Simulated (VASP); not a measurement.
Band structure of CrO2 (rutile). These are PBE GGA + U (Dudarev), VASP's PBE PAW potentials (set 64) (plane waves; VASP 6.6.1) values and carry that method's errors.

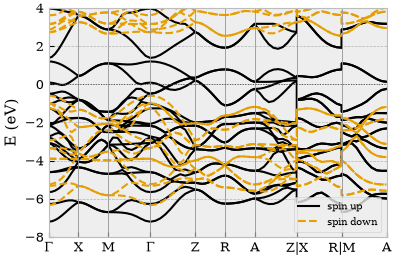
Figure. Bands along high-symmetry lines, zero at the valence-band maximum or, without a gap, the Fermi level

Q: Read the plot: is there a gap, and where are the band edges?

A: It has no gap at this level: it comes out as a metal or semimetal. (Edges off the drawn lines would not show.)

The compound is CrO2 in the rutile structure. It was relaxed first, which changed the volume by +5 %. A gapless solution with U can be a metastable orbital state.
